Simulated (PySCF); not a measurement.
# EPR calculation of C$_{8}$H$_{11}$

C$_{8}$H$_{11}$, multiplicity 2, computed with UKS B3LYP, pcH-1 on C H, non-relativistic, mean-field spin-orbit, GIAO (PySCF 2.14.0).

It belongs to a series of runs on one base structure; here: H removed from sp3 C.

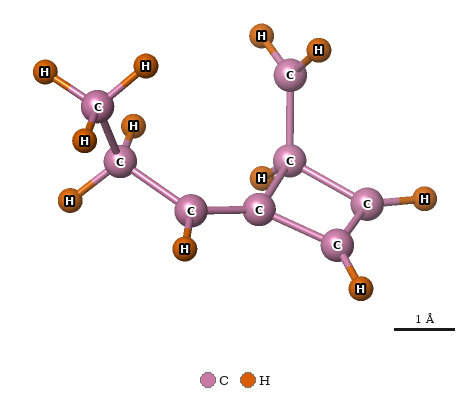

*The structure (ball-and-stick view, seen at a tilt).*

Bond lengths as drawn: C–C 1.32 to 1.56 Å and C–H 1.07 to 1.09 Å.

Results in brief

- outcome: converged
- total energy: −311.364008 hartree
- ⟨S²⟩: 0.754
- isotropic g: 2.0026
- hardware: 1 CPU thread, shared host
- wall time: 60 s
- peak memory: 1 GiB

The input
```
{"job": {"kind": "epr", "basis": "pcH-1"}, "charge": 0, "multiplicity": 2}
C     -1.273274    -0.863803     1.411339
C     -1.533591    -0.719572    -0.010818
C     -2.691148     0.202049    -0.398763
C     -1.914497     1.093878    -1.026902
C     -0.687784     0.366925    -0.739258
C      0.613121     0.539544    -0.908136
C      1.663248    -0.398345    -0.406150
C      2.604538     0.302089     0.573670
H     -1.024919    -1.810934     1.849506
H     -1.302866     0.002500     2.044406
H     -1.535922    -1.678718    -0.532080
H     -3.738241     0.131962    -0.171770
H     -2.099309     2.013551    -1.552184
H      0.969279     1.420990    -1.428845
H      2.245446    -0.774660    -1.252761
H      1.185445    -1.245636     0.087941
H      3.085415     1.155293     0.099950
H      2.049045     0.656339     1.438970
H      3.376209    -0.384201     0.914424
```

The first line tells a small driver script what to run in PySCF; the rest is the geometry in Å.

Launch command:
```bash
OMP_NUM_THREADS=1 python <driver script> task.json out
```

Log
```
UKS, coarse grid
  cycle   1  E = -311.29915648  |g| = 3.37e-01
  cycle   2  E = -311.28813683  |g| = 3.74e-01
  cycle   3  E = -311.36228303  |g| = 5.43e-02
  cycle   4  E = -311.36268384  |g| = 4.92e-02
  cycle   5  E = -311.36395807  |g| = 1.09e-02
  cycle   6  E = -311.36401645  |g| = 3.45e-03
  cycle   7  E = -311.36402324  |g| = 1.26e-03
  cycle   8  E = -311.36402512  |g| = 6.52e-04
UKS, final grid
  cycle   1  E = -311.36400764  |g| = 1.06e-03
  cycle   2  E = -311.36400640  |g| = 1.92e-03
  cycle   3  E = -311.36400821  |g| = 1.32e-04
  cycle   4  E = -311.36400822  |g| = 3.45e-05
  cycle   5  E = -311.36400822  |g| = 2.69e-05
E = -311.36400822 Eh   <S^2> = 0.7543 (exact 0.7500)
g shifts (ppm)      1          2          3
  rmc          -147       -147       -147
  gc              9         35         31
  oz_so         -89        553        634
  total        -227        441        517
hyperfine (MHz)  atom isotope    a_iso     a_fc   dipolar eigenvalues
    0   13C      83.82      83.82    -78.18    -77.37    155.56
    1   13C     -35.08     -35.08     -1.60     -1.40      3.01
    2   13C      76.41      76.41     -6.37     -4.32     10.69
    3   13C      -2.45      -2.45     -1.85      0.09      1.76
    4   13C      75.38      75.38     -9.26     -6.18     15.44
    5   13C       2.93       2.93     -4.19     -2.85      7.04
    6   13C      -0.34      -0.34     -1.14     -0.13      1.27
    7   13C       1.17       1.17     -0.52      0.08      0.44
    8    1H     -62.30     -62.30    -38.11      0.27     37.84
    9    1H     -60.23     -60.23    -37.22     -0.54     37.77
   10    1H       4.00       4.00     -4.62     -3.93      8.54
   11    1H       2.26       2.26     -3.96     -1.76      5.72
   12    1H      -1.43      -1.43     -1.68     -0.87      2.56
   13    1H       8.07       8.07     -2.68     -1.33      4.01
   14    1H       0.73       0.73     -1.44     -0.76      2.20
   15    1H       1.94       1.94     -4.52     -3.02      7.54
   16    1H      -0.13      -0.13     -0.80     -0.69      1.49
   17    1H       0.11       0.11     -1.89     -1.43      3.32
   18    1H      -0.07      -0.07     -0.89     -0.71      1.59
```

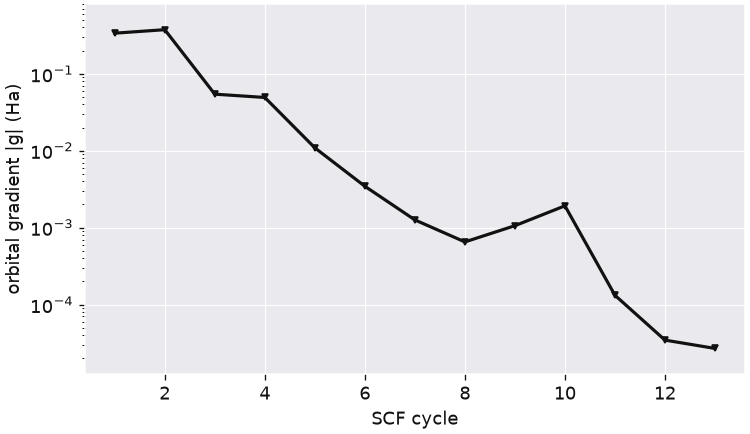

*Convergence of the self-consistent field: orbital gradient |g| against the SCF cycle.*

All cycles printed in the log are drawn one after another.

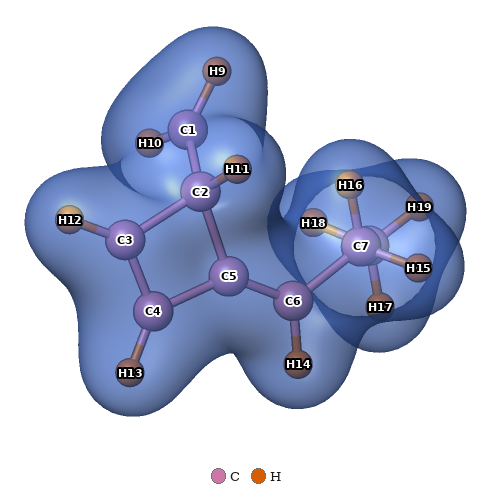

*Isosurface of the electron density at 0.1 e/Å³ (blue), seen at an oblique angle.*

At this value the surface is in one piece. On the grid the lowest density along these lines, outside the cores, is 2.3 e/Å³ (C–C, 1.32 Å), 1.9 e/Å³ (C–H, 1.07 Å), 1.9 e/Å³ (C–C, 1.45 Å) and 1.7 e/Å³ (C–C, 1.49 Å).

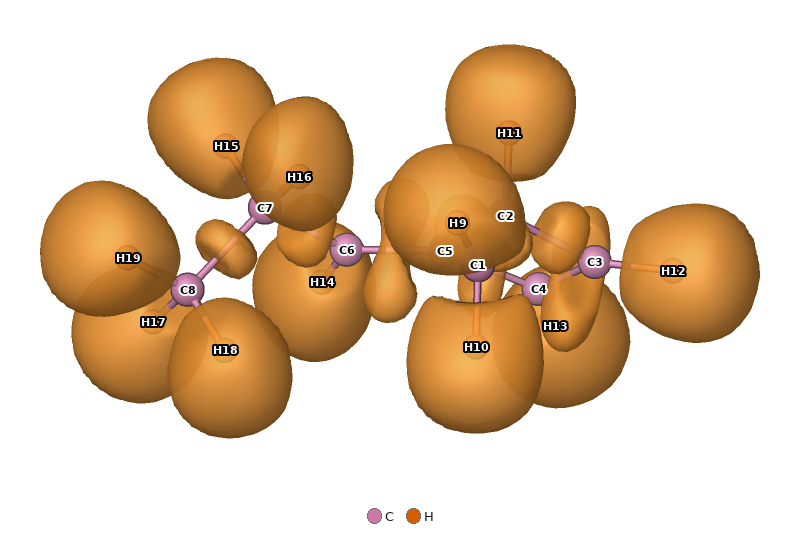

*Isosurface of the ELF at 0.8 (orange), seen from the side. Core shells and regions of very low density are left out.*

Along the contacts the grid gives the following. C–C (1.32 Å): the ELF peaks at about 0.95 between the atoms (a multiple bond by its length, whose ELF region spreads away from the axis).
